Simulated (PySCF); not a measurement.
**C6H15NOSi (SMILES [H]/N=C/C(C)(C)[SiH2]COC): density, localisation and related maps**

Input file:

```
{"job": {"kind": "nmr", "xc": "PBE0", "basis": "pcSseg-1"}, "charge": 0, "multiplicity": 1}
C      3.255670     0.362362     0.576224
O      2.051272    -0.305071     0.843747
C      1.570013    -1.057101    -0.254803
Si    -0.213688    -1.491621     0.244806
C     -1.336959     0.046593    -0.089502
C     -1.556721     0.233997    -1.590219
C     -2.682552    -0.145043     0.611733
C     -0.618848     1.213291     0.489857
N      0.020578     2.021683    -0.231062
H      3.129196     1.092568    -0.233214
H      3.542808     0.878823     1.490562
H      4.045187    -0.344926     0.292105
H      2.207686    -1.934930    -0.421960
H      1.603890    -0.450757    -1.168211
H     -0.216722    -1.819551     1.671847
H     -0.728898    -2.612118    -0.553837
H     -2.017652    -0.649573    -2.026089
H     -0.613327     0.431877    -2.089345
H     -2.207454     1.089467    -1.764181
H     -3.330090     0.713300     0.434161
H     -3.182123    -1.032164     0.229549
H     -2.555653    -0.261969     1.685732
H     -0.679905     1.277622     1.586936
H      0.502557     2.763005     0.272721
```

Launched as:

```sh
OMP_NUM_THREADS=1 python probes_run.py task.json out
```

Geometry: GFN2-xTB.

Level of theory: PBE0/pcSseg-1, SCF density, gas phase, non-relativistic in PySCF 2.14.0.

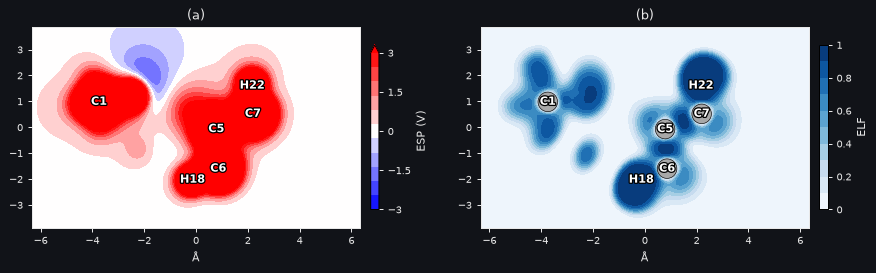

Figure 1. (a) molecular electrostatic potential; (b) electron localisation function on the plane of atoms C6, C5 and C7. Grey discs cover the atomic cores in the ELF map.

> What does the map show?

Atoms in the plane: C and H. C–C (1.53 Å): the ELF peaks at about 0.95 between the atoms (localised, covalent bonding). C–H (1.09 Å): the ELF climbs to about 1 towards the hydrogen, as it does in any bond to H; an ordinary covalent bond to hydrogen. Outside the dense part of the molecule the potential is most negative (−1.9 V) near O2, which lies off the plane.

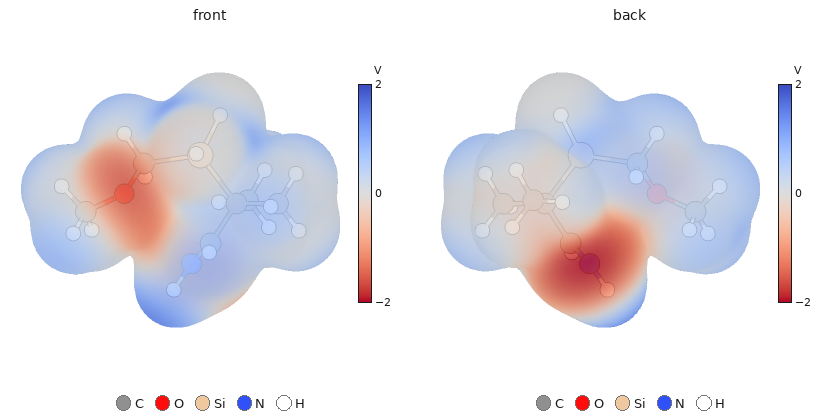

Figure 2. The electrostatic potential painted on the density surface at 0.002 e/bohr³, seen from the front and from behind; the colour scale runs from red (negative) to blue (positive).

> Describe the electrostatic potential map.

The most negative region (about −1.8 V, or −42 kcal/mol for a unit charge) lies over N9, the most positive (about +1.3 V, or +30 kcal/mol for a unit charge) over H24. N9 is the likeliest acceptor of a hydrogen bond.

> What dipole moment does the calculation give?

Its dipole moment is 0.68 D.
